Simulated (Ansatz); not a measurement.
NiO (rock salt), energy against volume

NiO (rock salt)

```xyz
2
Lattice="0.0000 2.1087 2.1087 2.1087 0.0000 2.1087 2.1087 2.1087 0.0000" Properties=species:S:1:pos:R:3 pbc="T T T"
O      0.0000     0.0000     0.0000
Ni     2.1087     2.1087     2.1087
```

This relaxed cell (volume V₀) is scaled evenly in all directions, its shape held. Symmetry pins the atoms to their sites.

The numbers are results of PBE (plane waves to 420 eV, PAW, scalar-relativistic; Ansatz, a quantum-chemistry and plane-wave program), not measurements. k mesh 19×19×19 (Γ-centred), Fermi-Dirac smearing 0.05 eV. Energies are smeared free energies. NiO is run spin-polarised and with no Hubbard U; the real compound is an antiferromagnetic insulator, a state that this run doesn't describe. NiO was relaxed with its symmetry unable to fall. Relaxed NiO ends ferromagnetic. The PAW data are Ansatz's earlier set. The magnetic order is the one the run started from; other orders were not tried. ΔE is measured from the relaxed starting cell.

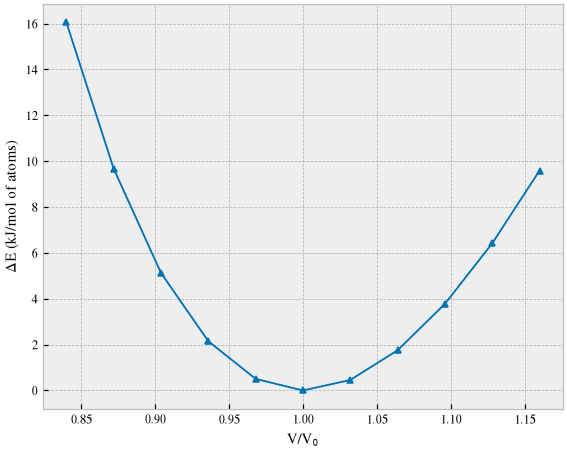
ΔE (kJ/mol of atoms) against V/V₀; markers are the computed points, lines only join them.

The energy cost of the largest expansion comes out as 99 meV/atom. The equilibrium volume of the fit is 9.37 Å³/atom and the pressure for 5 % compression (fit) is 9.5 GPa. The energy cost of the largest compression comes out as 166 meV/atom and the pressure at the smallest volume is 41.0 GPa.

P = (3B₀/2)(x⁷ − x⁵)[1 + ¾(B₀′ − 4)(x² − 1)] with x = (1/0.95)^(1/3), B₀ = 169 GPa and B₀′ = 3.82.

(A scan under strain: stresses follow from slopes of the energy per volume, elastic moduli from its curvatures.)
